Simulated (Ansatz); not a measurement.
# doublet PbO+ at 6 levels

Aim: a comparison of 6 runs (U-revPBE/def2-TZVP, U-wB97X/def2-TZVP, UBLYP/def2-TZVP, UCAM-B3LYP/def2-TZVP, UPBE-QIDH/def2-TZVP, UMP2/def2-TZVP) of doublet PbO+. 

The calculation is run with Ansatz 0.2.0.

### 1 The system as given

PbO+ has 2 atoms, charge +1, and is taken as a doublet. SMILES of the parent species: `[O][Pb]`. The bond length is the one measured for the parent species. That shape belongs to the parent species and isn't relaxed for this state.

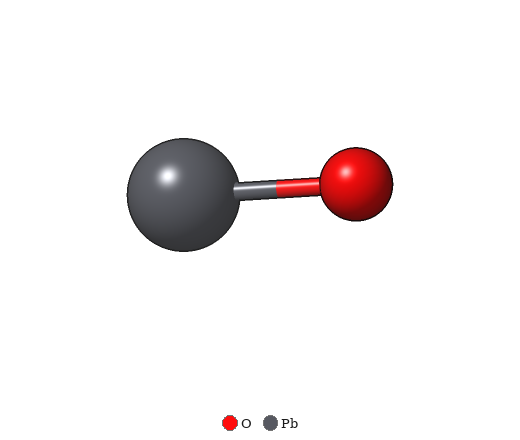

The structure, seen from a chosen angle (oxygen red, lead dark grey).

### 2 The energy at U-revPBE/def2-TZVP (core potential) (run 1)

Contents of molecule.yaml:

```yaml
crystal:
  periodic: [false, false, false]
  atoms:
    - {symbol: O, position_ang: [0.000000, 0.000000, 0.000000]}
    - {symbol: Pb, position_ang: [0.000000, 0.000000, 1.921813]}
basis:
  gaussian:
    orbitals: def2-TZVP
total_charge: 1
magnetization:
  spin_polarized: true
  initial_magnetization: 1
hamiltonian:
  xc: {name: revPBE}
accuracy: high
output:
  orbitals: {seedname: orbitals}
```

The run is started by

```console
$ ansatz run molecule.yaml --threads 1 --pin off --max-ram 3480MiB --events-out events.jsonl --progress --plain --runs-dir runs
```

Log:

```text
Warning: RAYON_NUM_THREADS=1 ignored (pool sized by the plan → 1); use --threads N
Functional definition: revPBE
  name "revPBE"
  parameter kappa = 1.245
  parameter beta = 0.06672455060314922
  exchange = pbe_x(kappa = kappa, mu = beta*pi^2/3)
  correlation = pbe_c(beta = beta)
1297 factors; integrals over basis functions are off by at most 3.3e-9 eV
mean field evaluation 1: about -7242.6043 eV, gradient 1.1e2 eV
mean field evaluation 2: about -6904.7085 eV, gradient 1.8e2 eV
mean field evaluation 4: about -7269.3110 eV, gradient 7.1e1 eV
mean field evaluation 8: about -7288.2089 eV, gradient 4.8e-1 eV
mean field evaluation 16: about -7288.2108 eV, gradient 2.5e-4 eV
mean field evaluation 32: about -7288.2137 eV, gradient 9.1e-1 eV
mean field evaluation 64: about -7288.2108 eV, gradient 2.2e-4 eV
mean field evaluation 96: about -7288.2380 eV, gradient 9.1e-1 eV
mean field -7288.24320301 eV, -267.8379975621 hartree, gradient 2.7e-8 eV, S^2 0.756725; 11 other end points of the search recorded, 0 dependent functions left out
reference -7288.24320698 eV, -267.8379977077 hartree; 15, 14 occupied and 66, 67 virtual orbitals, 1297 factors
Total energy: -7288.24320698 eV, -267.8379977077 hartree
```

It took 9 s on 1 thread of AMD EPYC 9R45 (Zen 5), shared host; peak memory 0.22 GiB.

### 3 A single-point energy at U-wB97X/def2-TZVP (core potential) (run 2)

Contents of run.yaml:

```yaml
crystal:
  periodic: [false, false, false]
  atoms:
    - symbol: O
      position_ang: [0.000000, 0.000000, 0.000000]
    - symbol: Pb
      position_ang: [0.000000, 0.000000, 1.921813]
basis:
  gaussian:
    orbitals: def2-TZVP
total_charge: 1
magnetization:
  spin_polarized: true
  initial_magnetization: 1
hamiltonian:
  xc: {name: wB97X}
accuracy: high
output:
  orbitals: {seedname: orbitals}
```

The run is started by

```console
$ ansatz run run.yaml --threads 1 --pin off --max-ram 3480MiB --events-out events.jsonl --progress --plain --runs-dir runs
```

Log, cut to the lines that bear on the results:

```text
Warning: RAYON_NUM_THREADS=1 ignored (pool sized by the plan → 1); use --threads N
Functional definition: wB97X
  name "wB97X"
[...]
      + exact_x_lr(omega)
[...]
      + integral(e_c_pw_opposite_spin*poly(b97_u_opposite, 1, cos1, cos2, cos3, cos4))
1297 factors; integrals over basis functions are off by at most 3.3e-9 eV
263 factors; integrals over basis functions are off by at most 1.4e-9 eV
[...]
mean field -7286.96082435 eV, -267.7908710155 hartree, gradient 1.4e-8 eV, S^2 0.756121; 3 other end points of the search recorded, 0 dependent functions left out
reference -7286.96082225 eV, -267.7908709382 hartree; 15, 14 occupied and 66, 67 virtual orbitals, 1297 factors
Total energy: -7286.96082225 eV, -267.7908709382 hartree
```

It took 32 s on 1 thread of AMD EPYC 9R45 (Zen 5), shared host; peak memory 0.56 GiB.

Run 3 isn't shown in full; the table further down has it.

### 4 The energy at UCAM-B3LYP/def2-TZVP (core potential) (run 4)

Contents of molecule.yaml:

```yaml
crystal:
  periodic: [false, false, false]
  atoms:
    - {symbol: O, position_ang: [0.000000, 0.000000, 0.000000]}
    - {symbol: Pb, position_ang: [0.000000, 0.000000, 1.921813]}
basis:
  gaussian: {orbitals: def2-TZVP}
total_charge: 1
magnetization: {spin_polarized: true, initial_magnetization: 1}
hamiltonian: {xc: {name: CAM-B3LYP}}
accuracy: high
output: {orbitals: {seedname: orbitals}}
```

The run is started by

```console
$ ansatz run molecule.yaml --threads 1 --pin off --max-ram 3480MiB --events-out events.jsonl --progress --plain --runs-dir runs
```

Log, cut to the lines that bear on the results:

```text
Warning: RAYON_NUM_THREADS=1 ignored (pool sized by the plan → 1); use --threads N
Functional definition: CAM-B3LYP
  name "CAM-B3LYP"
[...]
1297 factors; integrals over basis functions are off by at most 3.3e-9 eV
293 factors; integrals over basis functions are off by at most 1.7e-9 eV
[...]
mean field -7284.96377247 eV, -267.7174807125 hartree, gradient 8.6e-9 eV, S^2 0.755497; 3 other end points of the search recorded, 0 dependent functions left out
reference -7284.96378584 eV, -267.7174812039 hartree; 15, 14 occupied and 66, 67 virtual orbitals, 1297 factors
Total energy: -7284.96378584 eV, -267.7174812039 hartree
```

It took 7.8 s on 1 thread of AMD EPYC 9R45 (Zen 5), shared host; peak memory 0.31 GiB.

Run 5 isn't shown in full; the table further down has it.

### 5 The energy at UMP2/def2-TZVP (core potential) (run 6)

Contents of in.yaml:

```yaml
crystal:
  periodic: [false, false, false]
  atoms:
    - {symbol: O, position_ang: [0.000000, 0.000000, 0.000000]}
    - {symbol: Pb, position_ang: [0.000000, 0.000000, 1.921813]}
basis:
  gaussian:
    orbitals: def2-TZVP
total_charge: 1
magnetization:
  spin_polarized: true
  initial_magnetization: 1
correlation:
  method: mp2
  frozen_orbitals: {O: 1, Pb: 4}
accuracy: high
```

The run is started by

```console
$ ansatz run in.yaml --threads 1 --pin off --max-ram 3480MiB --events-out events.jsonl --progress --plain --runs-dir runs
```

Log, cut to the lines that bear on the results:

```text
Warning: RAYON_NUM_THREADS=1 ignored (pool sized by the plan → 1); use --threads N
Functional definition: HF
  name "HF"
[...]
1297 factors; integrals over basis functions are off by at most 3.3e-9 eV
[...]
mean field -7250.03404547 eV, -266.4338369215 hartree, gradient 1.5e-8 eV, S^2 0.762266; 15 other end points of the search recorded, 0 dependent functions left out
5 core orbitals not correlated: weight in the atoms' cores, before any rotation towards them, 1.000 or more for the frozen orbitals, at most 0.000 for the correlated occupied ones
reference -7250.03404547 eV, -266.4338369215 hartree; 10, 9 occupied and 66, 67 virtual orbitals, 1297 factors
second order -14.90457328 eV of doubles, -0.00000000 eV of singles
Total energy: -7264.93861875 eV, -266.9815698869 hartree
```

It took 5.1 s on 1 thread of AMD EPYC 9R45 (Zen 5), shared host; peak memory 0.22 GiB.

### 6 The series

| run | level | frozen core orbitals | energy (Eh) | HOMO energy (eV) | LUMO energy (eV) | ⟨S²⟩ | wall time |
| --- | --- | --- | --- | --- | --- | --- | --- |
| 1 | U-revPBE/def2-TZVP (core potential) | – | -267.837998 | -13.41 | -12.74 | 0.757 | 9 s |
| 2 | U-wB97X/def2-TZVP (core potential) | – | -267.790871 | -17.02 | -8.85 | 0.756 | 32 s |
| 3 | UBLYP/def2-TZVP (core potential) | – | -267.753967 | -13.44 | -12.93 | 0.757 | 8.1 s |
| 4 | UCAM-B3LYP/def2-TZVP (core potential) | – | -267.717481 | -16.16 | -10.05 | 0.755 | 7.8 s |
| 5 | UPBE-QIDH/def2-TZVP (core potential) | 5 | -267.453314 | -16.70 | -8.40 | 0.758 | 7.5 s |
| 6 | UMP2/def2-TZVP (core potential) | 5 | -266.981570 | – | – | 0.762 | 5.1 s |

### 7 What came out

| quantity | value |
| --- | --- |
| run 6: total energy | -266.98157 Eh |
| run 6: correlation energy (5 core orbitals frozen) | -547.7 mEh |
| run 6: ⟨S²⟩ of the reference determinant | 0.762 |

What this shows: Totals of different functionals can't be ranked against each other. All runs together took 69 s, the longest 32 s.
